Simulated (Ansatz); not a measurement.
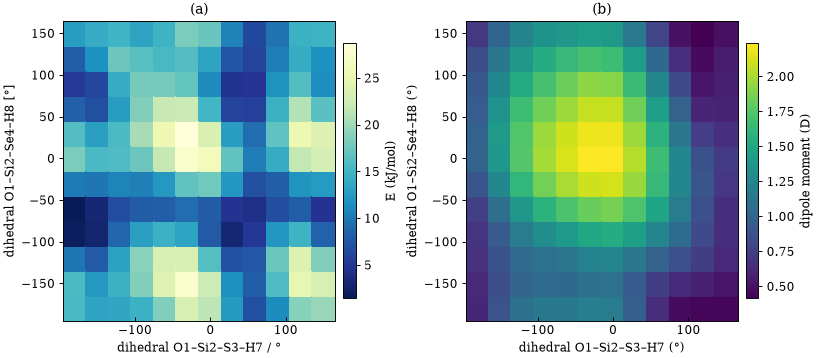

H₄OSSeSi, SMILES O[SiH](S)[SeH]. The first coordinate is: dihedral O1–Si2–S3–H7; the second: dihedral O1–Si2–Se4–H8. Nothing is relaxed (all other coordinates rigid). Grid: 12 × 12 points. Energies are in kJ/mol, from the relaxed molecule at the same level. Theory: RHF/def2-TZVP in Ansatz 0.2.0.

Panel (a) is the energy; panel (b) is the computed dipole moment, in D.

The picture shows one coloured cell a grid point.

Q: How does the dipole moment vary over the map, and what is it at the lowest grid point?

A: Leaving out the highest fifth of the energies, it runs from 0.41 D at dihedral O1–Si2–S3–H7 = 120°, dihedral O1–Si2–Se4–H8 = 150° to 2.12 D at dihedral O1–Si2–S3–H7 = 0°, dihedral O1–Si2–Se4–H8 = −30°. At the lowest grid point, dihedral O1–Si2–S3–H7 = −180°, dihedral O1–Si2–Se4–H8 = −60°, it is 0.75 D.

```csv
"dihedral O1–Si2–Se4–H8 ↓, dihedral O1–Si2–S3–H7 →",−180,−150,−120,−90,−60,−30,0,30,60,90,120,150
150,0.71,1.00,1.23,1.34,1.39,1.42,1.39,1.16,0.79,0.49,0.41,0.49
120,0.84,1.14,1.39,1.54,1.64,1.70,1.66,1.42,1.03,0.66,0.47,0.56
90,0.91,1.27,1.53,1.70,1.82,1.92,1.90,1.66,1.25,0.82,0.52,0.57
60,0.94,1.35,1.66,1.84,1.97,2.08,2.08,1.84,1.44,0.98,0.60,0.59
30,0.98,1.39,1.74,1.96,2.09,2.19,2.19,1.97,1.58,1.14,0.74,0.66
0,0.99,1.39,1.75,1.99,2.13,2.23,2.24,2.04,1.67,1.25,0.86,0.73
−30,0.90,1.27,1.61,1.85,2.00,2.10,2.12,1.96,1.63,1.26,0.89,0.70
−60,0.75,1.07,1.38,1.59,1.72,1.82,1.86,1.73,1.48,1.17,0.86,0.65
−90,0.69,0.93,1.17,1.30,1.40,1.50,1.54,1.44,1.25,1.04,0.82,0.65
−120,0.67,0.86,1.03,1.09,1.13,1.21,1.24,1.14,0.98,0.86,0.74,0.62
−150,0.62,0.84,1.00,1.03,1.03,1.08,1.09,0.94,0.74,0.63,0.57,0.51
−180,0.61,0.88,1.08,1.15,1.15,1.19,1.17,0.96,0.65,0.47,0.44,0.44
```
